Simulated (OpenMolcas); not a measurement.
**Se: CASSCF terms and fine-structure levels**

Aim: the low terms and levels of Se, with their order and spacing.

The numbers are computed with OpenMolcas 26.06 (state-averaged CASSCF, spin-orbit coupling by RASSI with atomic mean-field integrals), except any that are marked as measured or tabulated.

2 further runs of the same task are left out: 2 set aside as unsound or not needed.

### Step 1. The atom as given

| Property | Result |
| --- | --- |
| Species | Se (selenium, Z = 34, 34 electrons) |
| Basis | ANO-R3 [7s6p5d4f2g], 96 functions |
| Scalar Hamiltonian | X2C, finite nucleus |
| Inactive shells | 1s 2s 2p 3s 3p 3d |
| Active space | 6 electrons in 4 orbitals (4s 4p) |
| Some configurations of this space | 4p6, 4s 4p5, 4s2 4p4 |
| Orbitals | optimised for each spin and parity, averaged over the low roots |

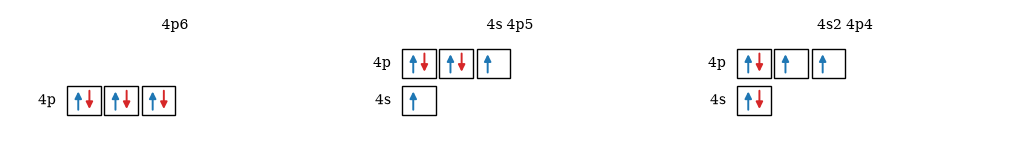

Outer shells as boxes.

The work runs as a chain of OpenMolcas steps in one folder; each step below is one input file. Labels, J, g values, rates, χT and fits are worked out afterwards by a script from the matrices that RASSI stores.

### Step 2. Basis and integrals

Input file a.inp:

```
&GATEWAY
Coord
1

Se 0.0 0.0 0.0
Basis=ANO-R3
Group=XYZ
NoMove
AngMom=0.0 0.0 0.0
AMFI
&SEWARD
```

Launch:

```console
> OMP_NUM_THREADS=1 MOLCAS_MEM=1689 MOLCAS_PROJECT=a pymolcas a.inp > a.log
```

### Step 3. CASSCF: triplets of even parity, 3 roots

Input file a.inp:

```
&RASSCF
FileOrb=start.orb
Symmetry=1
Spin=3
nActEl=6 0 0
Inactive=8 6
Ras2=1 3
CIRoot=3 3 1
SDav=3
CIMx=300
Iter=120 100
PrWF=0.3
OrbListing=Nothing
MaxOrb=0
Atom
>>> COPY $Project.JobIph JOB001
```

start.orb holds the contracted functions of the basis, ordered by shell, or the orbitals of the step before.

### Step 4. CASSCF: singlets of even parity, 6 roots

Input file a.inp:

```
&RASSCF
FileOrb=start.orb
Symmetry=1
Spin=1
nActEl=6 0 0
Inactive=8 6
Ras2=1 3
CIRoot=6 6 1
SDav=7
CIMx=300
Iter=120 100
PrWF=0.3
OrbListing=Nothing
MaxOrb=0
Atom
>>> COPY $Project.JobIph JOB002
```

### Step 5. RASSI: spin-orbit coupling between the states

Input file a.inp:

```
&RASSI
NrOfJobIphs=2 3 6
1 2 3
1 2 3 4 5 6
IphNames
JOB001
JOB002
EJob
SpinOrbit
DIPRint=1.0
SOCoupling=1000.0
Subsets=2
MEES
Property=10
'ANGMOM' 1 'ANGMOM' 2 'ANGMOM' 3 'MLTPL  1' 1 'MLTPL  1' 2 'MLTPL  1' 3
'AMFI' 1 'AMFI' 2 'AMFI' 3 'MLTPL  2' 6
SOProperty=3
'ANGMOM' 1 'ANGMOM' 2 'ANGMOM' 3
```

(Steps that only read results are left out.)

Q: Predict the outcome of this session. Wanted: lowest level; first excited level; lowest level of another term; spin-orbit lowering of the lowest level; strongest of the lines computed, by gA.

**Answer**, as computed:

| quantity | value |
| --- | --- |
| method | CASSCF |
| lowest level | 4s2 4p4 3P2, 99 % of that term, g = 1.496 |
| ground level listed by NIST | 3P2 |
| first excited level | 4s2 4p4 3P1 at 1814 cm-1 |
| lowest level of another term | 4s2 4p4 1D2 at 11789 cm-1 |
| spin-orbit lowering of the lowest level | 968 cm-1 |
| strongest of the lines computed, by gA (one parity, so forbidden lines), at CASSCF energies | 4s2 4p4 1S0 → 4s2 4p4 3P1, 500.3 nm, A = 6.46e+00 s⁻¹ |

What this shows: The multiplet 3P is inverted; its intervals divided by the larger J differ by 48 % of their mean, where Landé's rule for pure LS coupling makes them equal. The computed levels miss the measured ones by 800 cm⁻¹ on average. Only the configurations of the active space and the roots asked for are present. Not all states of the active space went into the spin-orbit step. No d shell is active. Only valence configurations of the active space appear, up to the ionisation limit; * or ° marks odd parity.
